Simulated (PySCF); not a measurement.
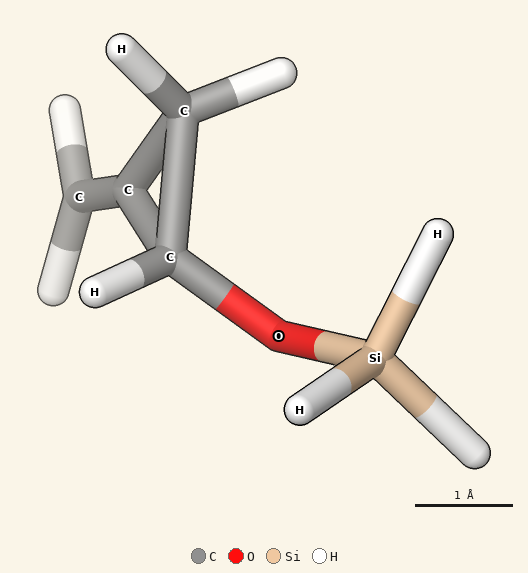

Figure 1. The input geometry (stick view, seen at a tilt). Bond lengths as drawn: C–C 1.32 to 1.53 Å, C–H 1.09 to 1.10 Å, C–O 1.39 Å, H–Si 1.49 to 1.50 Å and O–Si 1.67 Å.

NMR shielding calculation of C₄H₈OSi

The run: NMR shielding calculation of C₄H₈OSi. Method and program: GIAO BHandHLYP/pcSseg-1 NMR shielding, non-relativistic, gas phase (PySCF 2.14.0).

The geometry comes from this level: PBE0-D3(BJ)/def2-SVP. Figures and captions count atoms from 1; the log counts them from 0 in places.

### What the program printed
```
coarse grid: 12016 points
cycle   1  E = -521.6042569318  dE =  9.044e-01  |g| = 6.183e-01  |ddm| = 3.365e+00
cycle   2  E = -521.5921406660  dE =  1.212e-02  |g| = 7.123e-01  |ddm| = 1.046e+00
cycle   3  E = -521.6810581487  dE = -8.892e-02  |g| = 6.469e-02  |ddm| = 6.164e-01
cycle   4  E = -521.6817633199  dE = -7.052e-04  |g| = 2.986e-02  |ddm| = 8.186e-02
cycle   5  E = -521.6819774334  dE = -2.141e-04  |g| = 4.459e-03  |ddm| = 3.926e-02
cycle   6  E = -521.6819819092  dE = -4.476e-06  |g| = 1.050e-03  |ddm| = 5.909e-03
final grid: 110944 points
cycle   7  E = -521.7182247643  dE = -1.079e-05  |g| = 2.112e-03  |ddm| = 1.225e-02
cycle   8  E = -521.7182249431  dE = -1.788e-07  |g| = 2.021e-03  |ddm| = 3.553e-03
cycle   9  E = -521.7182258630  dE = -9.199e-07  |g| = 3.376e-04  |ddm| = 1.690e-03
cycle  10  E = -521.7182258866  dE = -2.356e-08  |g| = 9.659e-05  |ddm| = 3.332e-04
cycle  11  E = -521.7182258891  dE = -2.514e-09  |g| = 2.224e-05  |ddm| = 1.193e-04
cycle  12  E = -521.7182258893  dE = -1.335e-10  |g| = 5.274e-06  |ddm| = 4.038e-05
```

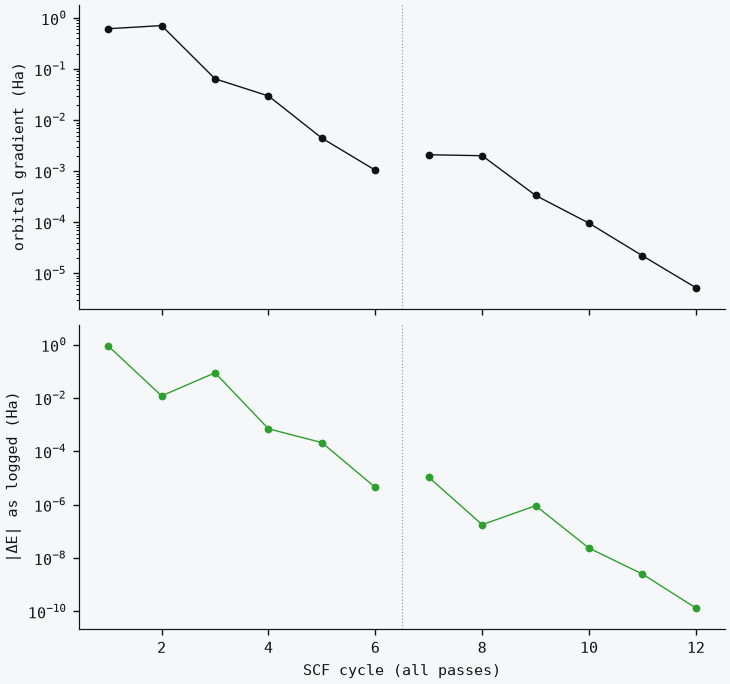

Figure 2. Convergence of the self-consistent field: orbital gradient and size of the energy change against the SCF cycle. The dotted line marks the change from a coarse to the final integration grid. The first 6 cycles use a coarse grid, the final grid takes over at cycle 7, and the field converges after 12 cycles in all.

```
converged SCF energy = -521.7182258893

GIAO shielding tensors (ppm)
atom      isotropic    diamagn.    paramagn.     s11        s22        s33       span
  0 C       68.309     255.056    -186.747    -42.551     80.412    167.066    209.617
  1 C       41.261     262.015    -220.754    -62.316     -7.633    193.732    256.048
  2 C      171.510     252.355     -80.845    140.908    160.402    213.219     72.310
  3 C      136.545     244.485    -107.940     93.569    111.266    204.800    111.231
  4 O      313.117     397.826     -84.709    265.373    321.180    352.799     87.426
  5 Si     395.050     877.221    -482.172    354.547    359.843    470.758    116.212
  6 H       25.367      30.088      -4.721     22.843     23.507     29.751      6.909
  7 H       25.639      29.154      -3.515     23.196     23.862     29.858      6.662
  8 H       30.249      30.508      -0.258     25.715     26.049     38.984     13.269
  9 H       30.210      31.520      -1.310     26.193     27.364     37.073     10.880
 10 H       27.945      30.300      -2.356     22.546     26.847     34.441     11.895
 11 H       26.871      28.149      -1.278     23.970     25.035     31.607      7.637
 12 H       26.922      28.968      -2.045     23.414     25.915     31.439      8.025
 13 H       26.997      28.382      -1.385     23.674     25.076     32.240      8.566
```

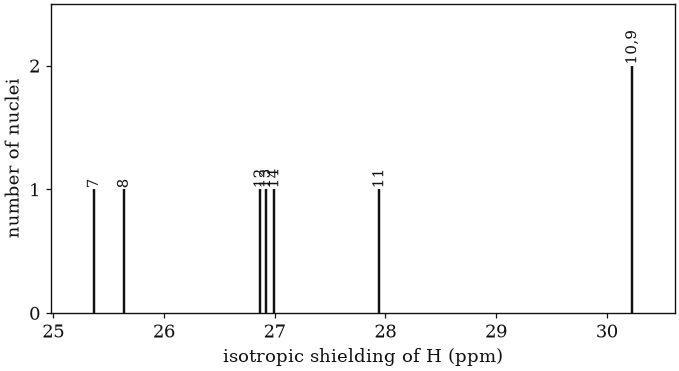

Figure 3. Isotropic shieldings of the hydrogen nuclei in this fixed geometry, labelled by atom number; shielding grows to the right, so chemical shift grows to the left. The least shielded is H7 (25.4 ppm), the most shielded H9 (30.2 ppm).

The run was set up as follows.

### The input
```
{"job": {"kind": "nmr", "xc": "BHandHLYP", "basis": "pcSseg-1", "pop": false}, "charge": 0, "multiplicity": 1}
C      2.142899     0.846903     0.113904
C      1.044478     0.167806     0.399167
C      0.346586    -1.121887     0.468815
C     -0.361367     0.193755     0.790245
O     -1.298992     0.718498    -0.086326
Si    -2.877217     0.167860    -0.124462
H      2.158975     1.939069     0.169899
H      3.062148     0.339394    -0.193351
H      0.551743    -1.821638     1.287512
H      0.090997    -1.599283    -0.484653
H     -0.583466     0.374387     1.853466
H     -3.511356     0.304975     1.224126
H     -2.934144    -1.269634    -0.532873
H     -3.586574     1.015010    -1.118988
```

The first line tells a small driver script what to run in PySCF; the rest is the geometry in Å.

Launch command:
```bash
OMP_NUM_THREADS=1 python <driver script> task.json out
```

### Key numbers

- outcome: converged
- total energy: −521.718226 hartree
- HOMO: −8.59 eV
- LUMO: 0.84 eV
- dipole moment: 1.15 D
- isotropic shielding, C: 41.3 to 171.5 ppm
- isotropic shielding, O: 313.1 ppm
- isotropic shielding, Si: 395.0 ppm
- isotropic shielding, H: 25.4 to 30.2 ppm
- hardware: 1 CPU thread, shared host
- wall time: 11 s
- peak memory: 0.86 GiB
